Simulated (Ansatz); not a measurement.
# CH6GeO (SMILES C[O][GeH3]) at PBE0/cc-pVDZ

Aim: the electronic atomisation energy of CH6GeO at PBE0/cc-pVDZ, from 5 runs. 

Program for the calculation: Ansatz 0.2.0.

64 further runs of the same task are left out: 64 set aside as unsound or not needed.

## 1. The structure to begin with

The species is CH6GeO (9 atoms), meant as a singlet with charge 0. As SMILES, `C[O][GeH3]`. Geometry: relaxed at PBE0-D4/def2-TZVP.

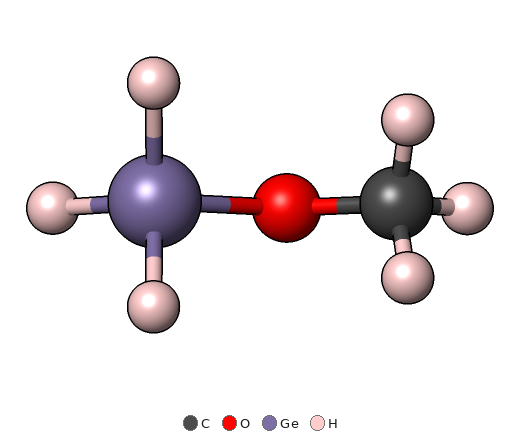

The structure, seen from a chosen angle (carbon dark grey, oxygen red, germanium purple, hydrogen pink).

## 2. A single-point energy at PBE0/cc-pVDZ

Input file in.yaml:

```yaml
crystal:
  periodic: [false, false, false]
  atoms:
    - symbol: C
      position_ang: [-0.461600, 0.939500, -0.879600]
    - symbol: O
      position_ang: [-0.657300, -0.383600, -0.447300]
    - symbol: Ge
      position_ang: [0.409500, -1.004400, 0.834300]
    - symbol: H
      position_ang: [-1.194400, 1.152600, -1.661500]
    - symbol: H
      position_ang: [0.540900, 1.094500, -1.301500]
    - symbol: H
      position_ang: [-0.607700, 1.666800, -0.069200]
    - symbol: H
      position_ang: [1.870200, -0.939000, 0.345100]
    - symbol: H
      position_ang: [-0.054100, -2.444000, 1.070300]
    - symbol: H
      position_ang: [0.242900, -0.128600, 2.092200]
basis:
  gaussian:
    orbitals: cc-pVDZ
hamiltonian:
  xc: pbe0
output:
  orbitals: {seedname: orbitals}
accuracy: high
total_charge: 0
```

Command:

```
ansatz run in.yaml --threads 1 --pin off --max-ram 3480MiB --events-out events.jsonl --progress --plain --runs-dir runs
```

What it wrote:

```text
Warning: RAYON_NUM_THREADS=1 ignored (pool sized by the plan → 1); use --threads N
Functional definition: PBE0
  name "PBE0"
  parameter a = 0.25
  parameter kappa = 0.804
  parameter beta = 0.06672455060314922
  exchange = (1 - a)*pbe_x(kappa = kappa, mu = beta*pi^2/3) + a*exact_x
  correlation = pbe_c(beta = beta)
2014 factors; integrals over basis functions are off by at most 4.4e-9 eV
mean field evaluation 1: about -59684.5258 eV, gradient 4.2e1 eV
mean field evaluation 2: about -59678.1558 eV, gradient 7.1e1 eV
mean field evaluation 4: about -59688.1311 eV, gradient 2.9e0 eV
mean field evaluation 8: about -59688.3102 eV, gradient 9.5e-2 eV
mean field evaluation 16: about -59688.3102 eV, gradient 3.8e-6 eV
mean field -59688.31020305 eV, -2193.5049417725 hartree, gradient 2.3e-8 eV, S^2 0.000000; 0 other end points of the search recorded, 0 dependent functions left out
reference -59688.31020565 eV, -2193.5049418678 hartree; 26, 26 occupied and 59, 59 virtual orbitals, 2014 factors
Total energy: -59688.31020565 eV, -2193.5049418678 hartree
```

It took 6.9 s on 1 thread of Arm Neoverse V2, shared host; peak memory 0.3 GiB.

## 3. The C atom, same level

Input file molecule.yaml:

```yaml
crystal:
  periodic: [false, false, false]
  atoms:
    - {symbol: C, position_ang: [0.000000, 0.000000, 0.000000]}
basis:
  gaussian:
    orbitals: cc-pVDZ
hamiltonian:
  xc: pbe0
accuracy: high
magnetization:
  spin_polarized: true
  initial_magnetization: 2
```

Run the same way, it converges to -37.79901 Eh (log not shown).

## 4. The Ge atom at the same level

Input file job.yaml:

```yaml
crystal:
  periodic: [false, false, false]
  atoms:
    - {symbol: Ge, position_ang: [0.000000, 0.000000, 0.000000]}
basis:
  gaussian: {orbitals: cc-pVDZ}
magnetization: {spin_polarized: true, initial_magnetization: 2}
hamiltonian: {xc: {name: PBE0}}
accuracy: high
```

Run the same way, it converges to -2076.62760 Eh (log not shown).

## 5. The H atom

Input file molecule.yaml:

```yaml
crystal:
  periodic: [false, false, false]
  atoms:
    - {symbol: H, position_ang: [0.000000, 0.000000, 0.000000]}
basis:
  gaussian:
    orbitals: cc-pVDZ
magnetization:
  spin_polarized: true
  initial_magnetization: 1
hamiltonian:
  xc: {name: PBE0}
accuracy: high
```

Run the same way, it converges to -0.50029 Eh (log not shown).

## 6. The O atom, same level

Input file run.yaml:

```yaml
basis:
  gaussian:
    orbitals: cc-pVDZ
crystal:
  periodic: [false, false, false]
  atoms:
    - symbol: O
      position_ang: [0.000000, 0.000000, 0.000000]
magnetization:
  spin_polarized: true
  initial_magnetization: 2
hamiltonian:
  xc: {name: PBE0}
accuracy: high
```

Command:

```
ansatz run run.yaml --threads 1 --pin off --max-ram 3480MiB --events-out events.jsonl --progress --plain --runs-dir runs
```

What it wrote (excerpt; [...] marks lines left out):

```text
Warning: RAYON_NUM_THREADS=1 ignored (pool sized by the plan → 1); use --threads N
[... 7 set-up lines as earlier in the session ...]
96 factors; integrals over basis functions are off by at most 1.3e-9 eV
mean field evaluation 1: about -2040.5680 eV, gradient 5.3e0 eV
mean field evaluation 2: about -2040.6454 eV, gradient 2.2e0 eV
mean field evaluation 4: about -2040.6648 eV, gradient 2.8e-2 eV
mean field evaluation 8: about -2040.6646 eV, gradient 2.1e-4 eV
mean field -2040.66462670 eV, -74.9930418192 hartree, gradient 3.0e-9 eV, S^2 2.001944; 0 other end points of the search recorded, 0 dependent functions left out
reference -2040.66462722 eV, -74.9930418381 hartree; 5, 3 occupied and 9, 11 virtual orbitals, 96 factors
Total energy: -2040.66462722 eV, -74.9930418381 hartree
```

Run time: 0.24 s. Hardware: 1 thread of Arm Neoverse V2, shared host.

## 7. Outcome

Level: PBE0/cc-pVDZ.

| quantity | value |
| --- | --- |
| molecule: total energy | -2193.50494 Eh |
| molecule: HOMO energy | -7.55 eV |
| molecule: LUMO energy | 0.60 eV |
| molecule: HOMO–LUMO gap | 8.16 eV |
| C atom: total energy | -37.79901 Eh |
| C atom: ⟨S²⟩ | 2.003 |
| Ge atom: total energy | -2076.62760 Eh |
| Ge atom: ⟨S²⟩ | 2.003 |
| H atom: total energy | -0.50029 Eh |
| H atom: ⟨S²⟩ | 0.750 |
| O atom: total energy | -74.99304 Eh |
| O atom: ⟨S²⟩ | 2.002 |
| electronic atomisation energy | 29.485 eV |

In words: Taking the molecule apart into free atoms costs 29.48 eV (680 kcal/mol), before zero-point energy and without spin-orbit coupling.
